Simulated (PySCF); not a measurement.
C$_{3}$H$_{6}$OS, SMILES `O=S1CCC1`.

Method: ωB97X/6-311+G**; geometry: GFN2-xTB; program: PySCF. No frequency check shows the geometry to be a minimum. GFN2-xTB bond lengths at metals and heavier atoms can be off by up to 0.1 Å and shapes distorted, which carries into these values.

Coordinates in Å:

```
O1      -1.7869   -0.0004   -0.5048
S2      -0.6925    0.0007    0.4597
C3       0.6700    1.1345   -0.1338
C4       1.6867   -0.0004   -0.0727
C5       0.6690   -1.1350   -0.1331
H6       0.4375    1.4538   -1.1457
H7       0.8549    1.9942    0.5032
H8       2.4241   -0.0011   -0.8759
H9       2.2155   -0.0004    0.8800
H10      0.4363   -1.4547   -1.1448
H11      0.8531   -1.9944    0.5045
```

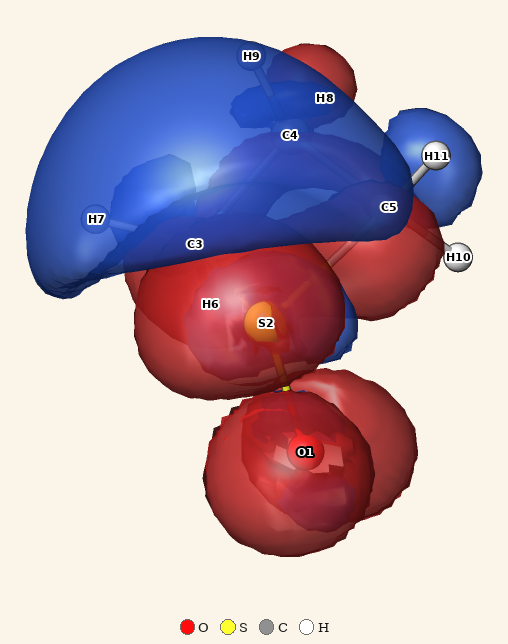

Unrelaxed difference density of S₃ less the ground state (TDA singlet states), ±0.01 e/Å³; blue: gain, red: loss.

Question: How does the charge move on excitation?

Answer: 0.78 e is displaced in all, of which about 0.4 e passes between atoms: O1 (0.35 e) loses electrons and H7 and H11 (0.06 e each) and H9 (0.06 e) gain them. The state: 6.66 eV (186 nm), f = 0.035, partly diffuse acceptor orbital; the leading pair carries 99 %; hole on O1 (40 %), S2 (35 %) and C3 and C5 (8 % each), electron on S2 (35 %), C3 and C5 (12 % each) and C4 (8 %) (atom shares of so diffuse an orbital are rough); their centroids lie 1.5 Å apart.
